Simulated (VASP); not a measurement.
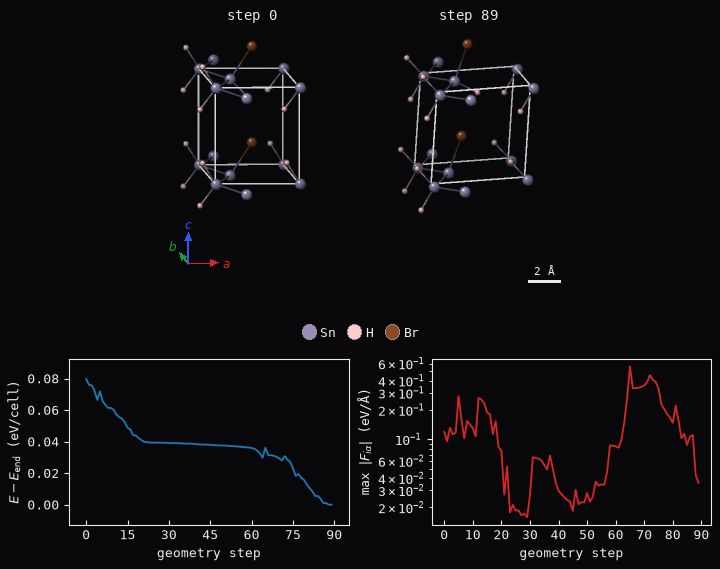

First and last geometry of a relaxation of a crystal of Sn₂H₃Br (a generated structure, set up in Pm), with the history of the run. The picture is a ball-and-stick view of the cell of the calculation, seen slightly off an axis.

The run lets cell and atoms move.

Theory: Kohn-Sham DFT of a periodic cell, PBE, VASP PAW PBE potentials, recommended in VASP 6.6.1.

Input file:
```
ALGO     = Normal         # electronic algorithm
EDIFF    = 1E-6           # SCF threshold, eV
EDIFFG   = -0.01          # ionic threshold
ENCUT    = 520            # plane-wave cutoff, eV
GGA      = PE             # functional
IBRION   = 2              # ionic algorithm
ISIF     = 3              # what is computed and relaxed
ISMEAR   = 0              # smearing method
KPAR     = 4            
LASPH    = T              # aspherical terms in the spheres
LCHARG   = F              # write CHGCAR
LREAL    = F              # projectors in reciprocal space
LWAVE    = F              # write WAVECAR
NELM     = 120            # most SCF steps
NSW      = 90             # ionic steps
PREC     = Accurate       # precision mode
SIGMA    = 0.03           # smearing width, eV
```

Command:
```bash
cat potpaw_PBE.64/Sn_d/POTCAR potpaw_PBE.64/H/POTCAR potpaw_PBE.64/Br/POTCAR > POTCAR
mpirun -np 4 vasp_std > vasp.out
```

Q: Read the history and describe the run.

A: The relaxation stopped without meeting its thresholds, so the last structure isn't shown to be converged. Over 89 geometry steps the energy falls by 79.8 meV per cell of the calculation. The largest force component goes from 0.12 to 0.036 eV/Å. Pressure: 0.05 GPa at the start and −0.03 GPa at the end. The atom that moves furthest relative to the cell is the Br atom (0.95 Å along [−2 0 1]). Largest moves by element: Br 0.95 Å, H 0.62 Å, Sn 0.24 Å. Cell: a 5.569 → 6.169 Å (+10.8 %), b 4.870 → 4.809 Å (−1.3 %), c 6.417 → 6.104 Å (−4.9 %), β 93.1° → 85.4°. Volume +3.9 %. Near-neighbour distances that change, for instance: Sn–Sn 2.848 → 2.833 Å, Br–Sn 2.563 → 2.568 Å. Among the angles between lasting bonds that change: H–Sn–Br 103.1° → 99.6°, Sn–Sn–H 106.5° → 109.3°, Sn–Sn–H 112.6° → 114.9°. The space group stays Pm (No. 6). It ran on 4 threads of AMD EPYC 9R45 (Zen 5), on a shared host.
